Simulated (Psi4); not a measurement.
# CHF2S (SMILES F[C](F)S) at UPBE0/cc-pVQZ (density fitting, sweep point 3)

What is the vertical doublet–quartet gap of CHF2S at UPBE0/cc-pVQZ (density fitting, sweep point 3)? The job is set up through a Python script.

Program for the calculation: Psi4 1.11.

## Step 1: The molecule

CHF2S has 5 atoms, charge 0, and is taken as a doublet. SMILES: `F[C](F)S`. The coordinates come from a GFN2-xTB relaxation. This is one conformer, not always the lowest.

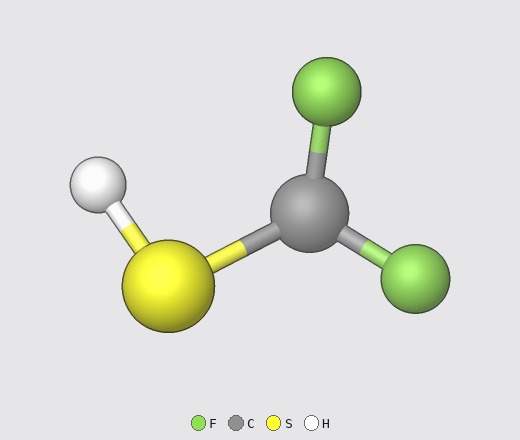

Viewed from a chosen angle; fluorine green, carbon grey, sulfur yellow, hydrogen white.

## Step 2: The energy at UPBE0/cc-pVQZ (density fitting, sweep point 3)

File chf2s.py:

```python
import psi4

psi4.set_memory(1600000000)
psi4.set_num_threads(1)
psi4.set_output_file('run.log', False)

geom = psi4.geometry("""
0 2
F      1.059930     0.084330     0.946710
C      0.237900    -0.492110     0.056920
F     -0.201370    -1.651490     0.543360
S     -0.976730     0.526160    -0.679570
H     -0.119740     1.533120    -0.867410
symmetry c1
""")

options = {'basis': 'cc-pVQZ', 'reference': 'uks', 'puream': True, 'scf_type': 'df', 'dft_radial_points': 99, 'dft_spherical_points': 590, 'maxiter': 150}
psi4.set_options(options)

energy_value = psi4.energy("pbe0", molecule=geom)
print(f'total energy {energy_value:.8f} hartree = {energy_value * 27.211386:.5f} eV')
```

Run with:

```sh
$ python chf2s.py
```

run.log:

```text
[...]
  Running in c1 symmetry.
[...]
  Nuclear repulsion =  160.364331056783385
[...]
  Multiplicity = 2
[...]
  Nalpha       = 21
  Nbeta        = 20
[...]
    Number of basis functions: 254
[...]
   @DF-UKS iter   1:  -636.22007100450446   -1.85551e-01   1.62763e-03 ADIIS/DIIS
[...]
   @DF-UKS iter   9:  -636.27626266909920   -1.40341e-07   6.37427e-07 DIIS
[...]
   @S^2 Observed:                7.547936005E-01
[...]
    Orbital Energies [Eh]
    ---------------------
    Alpha Occupied:
       1A    -89.095861     2A    -24.816944     3A    -24.810994
       4A    -10.420868     5A     -8.053338     6A     -5.991242
       7A     -5.987919     8A     -5.983135     9A     -1.327906
      10A     -1.268762    11A     -0.840728    12A     -0.694634
      13A     -0.604095    14A     -0.565425    15A     -0.558646
      16A     -0.483899    17A     -0.464893    18A     -0.450327
      19A     -0.414752    20A     -0.330460    21A     -0.232290
    Alpha Virtual:
      22A     -0.009959    23A      0.030619    24A      0.092146
      25A      0.110324    26A      0.151423    27A      0.167278
[...]
  @DF-UKS Final Energy:  -636.27626266909920
   => Energetics <=
    Nuclear Repulsion Energy =            160.3643310567833851
    One-Electron Energy =               -1198.9586897153731115
    Two-Electron Energy =                 441.6651192688247534
    DFT Exchange-Correlation Energy =     -39.3470232793341310
    Empirical Dispersion Energy =           0.0000000000000000
    VV10 Nonlocal Energy =                  0.0000000000000000
    Total Energy =                       -636.2762626690990828
[...]
 Multipole Moments:
 ------------------------------------------------------------------------------------
     Multipole            Electronic (a.u.)      Nuclear  (a.u.)        Total (a.u.)
 ------------------------------------------------------------------------------------
 L = 1.  Multiply by 2.5417464519 to convert [e a0] to [Debye]
 Dipole X            :          1.0250481           -1.0834471           -0.0583990
 Dipole Y            :         -2.2343470            2.7369921            0.5026451
 Dipole Z            :          1.8385463           -2.1656932           -0.3271469
 Magnitude           :                                                    0.6025675
[...]
```

On the terminal:

```text
total energy -636.27626267 hartree = -17313.95899 eV
```

Run time: 71 s. Hardware: 1 thread of AMD EPYC 7R43 (Zen 3), shared host; peak memory 1.3 GiB.

## Step 3: The quartet

File chf2s.py:

```python
import psi4

psi4.set_memory('1600 MB')
psi4.set_num_threads(1)
psi4.set_output_file('psi4.out', False)

m = psi4.geometry("""
0 4
F      1.059930     0.084330     0.946710
C      0.237900    -0.492110     0.056920
F     -0.201370    -1.651490     0.543360
S     -0.976730     0.526160    -0.679570
H     -0.119740     1.533120    -0.867410
symmetry c1
""")

psi4.set_options({
    'reference': 'uks',
    'puream': True,
    'scf_type': 'df',
    'dft_radial_points': 99,
    'dft_spherical_points': 590,
    'maxiter': 150,
})

e = psi4.energy('pbe0/cc-pVQZ')
print(f'pbe0/cc-pVQZ energy: {e:.10f} Eh')
```

Run with:

```sh
$ python chf2s.py
```

psi4.out:

```text
[...]
  Running in c1 symmetry.
[...]
  Nuclear repulsion =  160.364331056783385
[...]
  Multiplicity = 4
[...]
  Nalpha       = 22
  Nbeta        = 19
[...]
    Number of basis functions: 254
[...]
   @DF-UKS iter   1:  -636.01882899755174    1.56911e-02   1.46279e-03 DIIS/ADIIS
[...]
   @DF-UKS iter  10:  -636.06597871104248   -7.66180e-07   9.69892e-07 DIIS
[...]
   @S^2 Observed:                3.758593962E+00
[...]
    Orbital Energies [Eh]
    ---------------------
    Alpha Occupied:
       1A    -89.160029     2A    -24.828810     3A    -24.825377
       4A    -10.413452     5A     -8.109584     6A     -6.054682
       7A     -6.042929     8A     -6.039926     9A     -1.338871
      10A     -1.279980    11A     -0.888953    12A     -0.712237
      13A     -0.615119    14A     -0.586464    15A     -0.574392
      16A     -0.500973    17A     -0.483294    18A     -0.464111
      19A     -0.444373    20A     -0.404302    21A     -0.260517
      22A     -0.108524
    Alpha Virtual:
      23A      0.003180    24A      0.078728    25A      0.095422
[...]
  @DF-UKS Final Energy:  -636.06597871104248
   => Energetics <=
    Nuclear Repulsion Energy =            160.3643310567833851
    One-Electron Energy =               -1197.8143306236008812
    Two-Electron Energy =                 440.7301351129918316
    DFT Exchange-Correlation Energy =     -39.3461142572167049
    Empirical Dispersion Energy =           0.0000000000000000
    VV10 Nonlocal Energy =                  0.0000000000000000
    Total Energy =                       -636.0659787110424759
[...]
 Multipole Moments:
 ------------------------------------------------------------------------------------
     Multipole            Electronic (a.u.)      Nuclear  (a.u.)        Total (a.u.)
 ------------------------------------------------------------------------------------
 L = 1.  Multiply by 2.5417464519 to convert [e a0] to [Debye]
 Dipole X            :          1.0080268           -1.0834471           -0.0754203
 Dipole Y            :         -2.5699159            2.7369921            0.1670762
 Dipole Z            :          1.9433851           -2.1656932           -0.2223081
 Magnitude           :                                                    0.2881381
[...]
```

On the terminal:

```text
pbe0/cc-pVQZ energy: -636.0659787110 Eh
```

Run time: 74 s. Hardware: 1 thread of AMD EPYC 7R43 (Zen 3), shared host; peak memory 1.3 GiB.

## Step 4: Results

At UPBE0/cc-pVQZ (density fitting, sweep point 3):

```
                                        quantity          value
                           doublet: total energy  -636.27626 Eh
                          doublet: dipole moment         1.53 D
     doublet: HOMO energy (highest over α and β)       -6.32 eV
      doublet: LUMO energy (lowest over α and β)       -1.72 eV
                                   doublet: ⟨S²⟩          0.755
                           quartet: total energy  -636.06598 Eh
                          quartet: dipole moment         0.73 D
     quartet: HOMO energy (highest over α and β)       -2.95 eV
                                   quartet: ⟨S²⟩          3.759
vertical energy of the quartet above the doublet       5.722 eV
```

At this shape the quartet lies 5.72 eV (552 kJ/mol) above the doublet.
